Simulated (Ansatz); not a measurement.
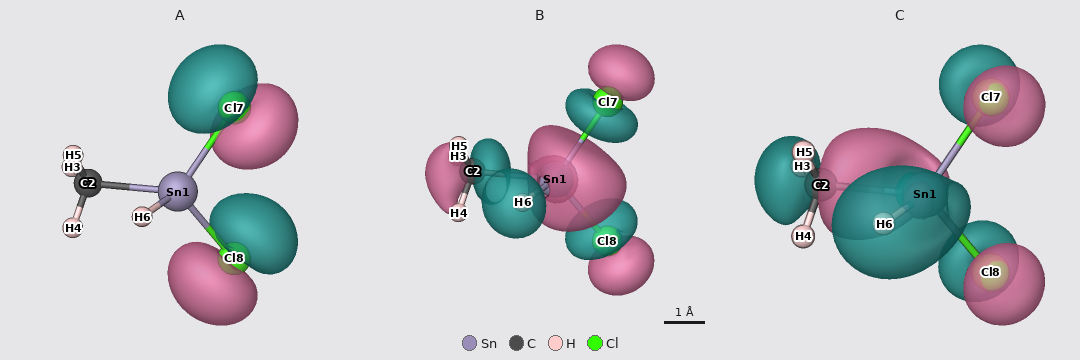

Figure 1: CH4Cl2Sn. Three frontier orbitals at ±0.1 Å⁻³ᐟ² (teal and pink are the two phases), in no order.

Core potentials replace the inner electrons of Sn; not at a stationary point (largest force 1.6 eV/Å).

All numbers below come from RKS PBE/def2-SVP in Ansatz 0.2.0.

Input

```
crystal:
  periodic: [false, false, false]
  atoms:
    - { symbol: Sn, position_ang: [0.0, 0.0, 0.0] }
    - { symbol: C, position_ang: [1.4021, 0.0, 1.8859] }
    - { symbol: H, position_ang: [0.4025, -0.3092, 2.2564] }
    - { symbol: H, position_ang: [2.1697, -0.7111, 2.2564] }
    - { symbol: H, position_ang: [1.6341, 1.0203, 2.2564] }
    - { symbol: H, position_ang: [1.889, 0.0, 0.442] }
    - { symbol: Cl, position_ang: [-1.1351, 1.9666, -0.8025] }
    - { symbol: Cl, position_ang: [-1.1351, -1.9666, -0.8025] }
basis:
  gaussian: { orbitals: def2-SVP }
hamiltonian:
  xc: pbe
relax:
  f_tol: 0.15
  max_steps: 25
  restrain:
    - { distance: [1, 5], at: 2.31, k: 30.0 }
    - { distance: [0, 1], at: 2.15, k: 30.0 }
    - { distance: [0, 5], at: 1.74, k: 30.0 }
output:
  orbitals: {}
```

Launched as:

```sh
ansatz run input.yaml --threads 2 --pin off --max-ram 3072MiB --backend cpu --events-out ev --progress --plain --runs-dir out
```

The fields are those of the run's last geometry, not of the input's.

**Order the three orbitals by energy and name them.**

A is the HOMO−1 (−7.52 eV). By Hirshfeld shares it lies mainly on Cl7 (about 45 %) and Cl8 (about 45 %); largely a combination of lone pairs on Cl7 and Cl8. C is the HOMO (−6.79 eV). By Hirshfeld shares it lies mainly on C2 (about 25 %), Sn1 (about 20 %), H6 (about 20 %), Cl7 (about 15 %) and Cl8 (about 15 %). B is the LUMO (−2.95 eV). It lies mainly on Sn1 (about 40 %), Cl7 (about 20 %), Cl8 (about 20 %), C2 (about 10 %) and H6 (about 10 %).

**What is the HOMO–LUMO gap?**

3.84 eV between the orbital energies.
